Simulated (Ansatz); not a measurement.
The starting structures come from a database of crystals and need not be the phases stable at ambient conditions.

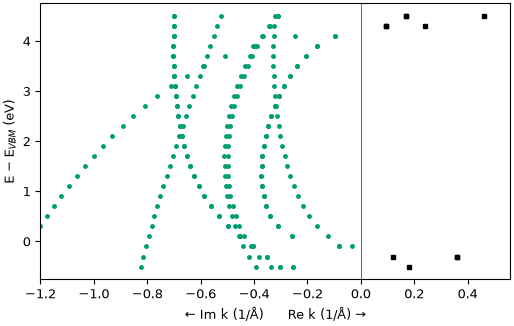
Fig. 1. Complex bands at the centre of the two-dimensional zone; r2SCAN run with Ansatz (a program for electronic structure)

The gap is the functional's own, uncorrected, and κ follows it; spin-orbit coupling is left out. Mid-gap values are interpolated between the computed energies.

Task: This is BaHfO3 (P4mm, not sure to be the ambient phase, 5 atoms a cell, 14.5 Å³ an atom) along the normal of (001). Read off the slowest decay at the centre of the two-dimensional zone at 2.10 eV, the computed energy nearest the middle of the gap.

Result: κ ≈ 0.30 1/Å, a decay length 1/(2κ) of the density of 1.7 Å.
